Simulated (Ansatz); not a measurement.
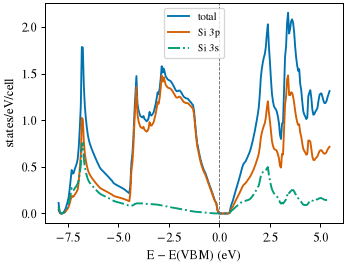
Figure. Total and projected density of states of Si (diamond, space group No. 227), the program Ansatz at the PBEsol level (PAW)

Which orbitals carry the states next to the gap?

Top 1 eV of the valence band: Si 3p 96 %. Bottom 1 eV of the conduction band: Si 3p 57 %, Si 3s 26 %, outside the projected shells 17 %. Projections are on Löwdin-orthogonalised atomic valence shells; empty p or d shells of many metals are not among them.

Where is the tallest occupied peak in this window, and what makes it?

Near -6.8 eV, about 1.8 states/eV per cell; the largest projected share is Si 3p.

Space group Fd-3m (diamond). The cell was relaxed with PBEsol under the symmetry of its start.

Potentials: the earlier of the program's two PAW sets. The files were generated under PBE; for other functionals the program regenerates the frozen cores, and for LDA and PBEsol the local potential too.
